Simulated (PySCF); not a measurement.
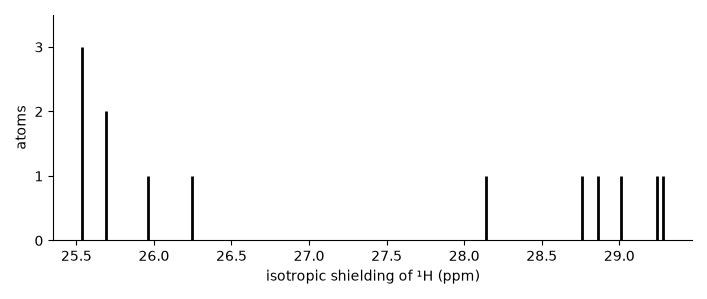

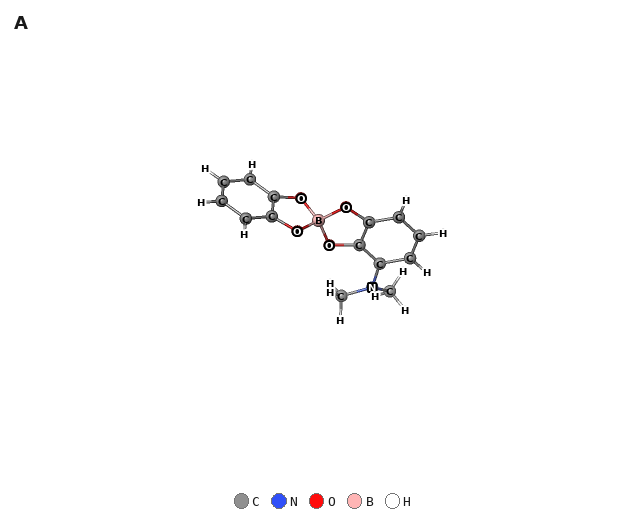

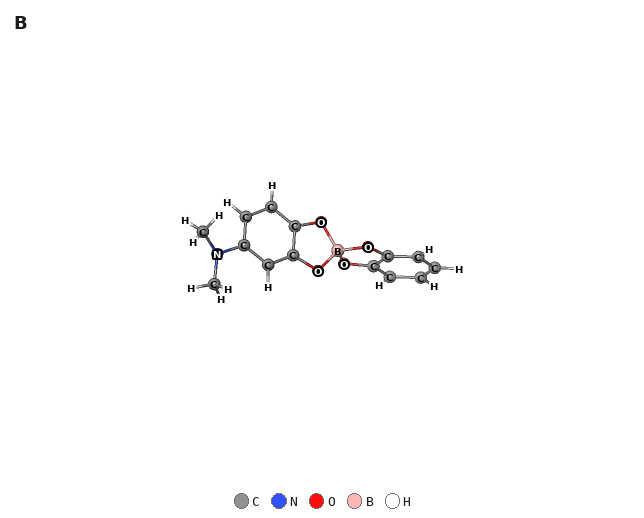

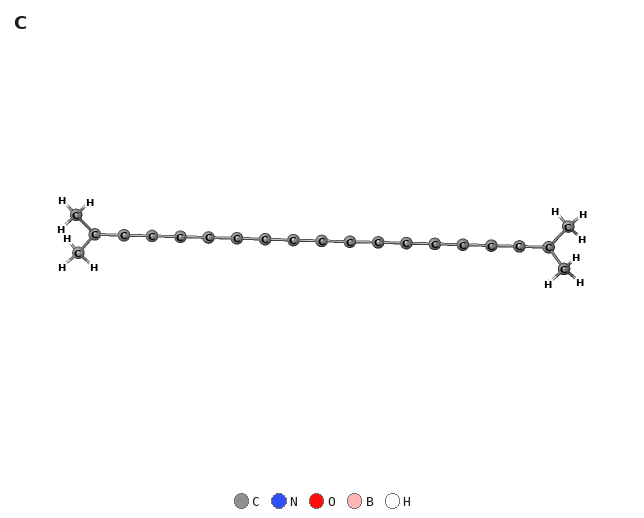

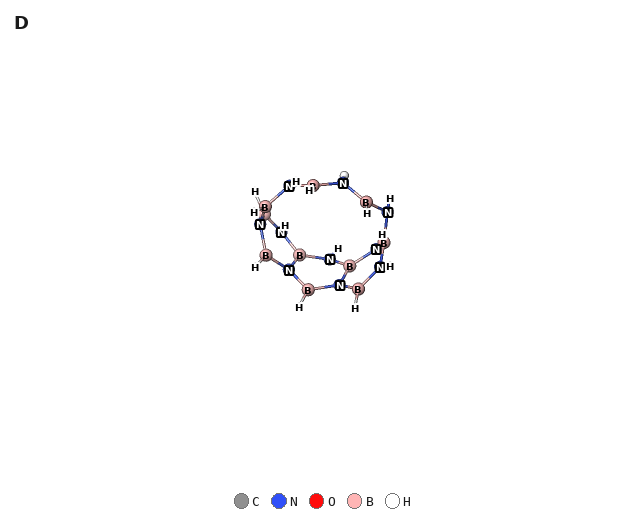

The sticks are computed shieldings of one of the molecules, for one fixed geometry (GFN2-xTB) without averaging over rotations. Low shielding means a high chemical shift. Method: GIAO KT3/pcSseg-1 NMR shielding, non-relativistic, gas phase (PySCF 2.14.0).

Which molecule gives this pattern?

Answer. B, `CN(C)c1ccc2c(c1)O[B-]1(Oc3ccccc3O1)O2`. Its 13 H atoms give lines at 25.54 (3 atoms), 25.69 (2 atoms), 25.96, 26.24, 28.14, 28.76, 28.86, 29.01, 29.24, 29.28 ppm.

The geometry is semi-empirical. Around B such bond lengths and angles can be off by a tenth of an ångström or more and by several degrees, and values that hang on the shape move with them.
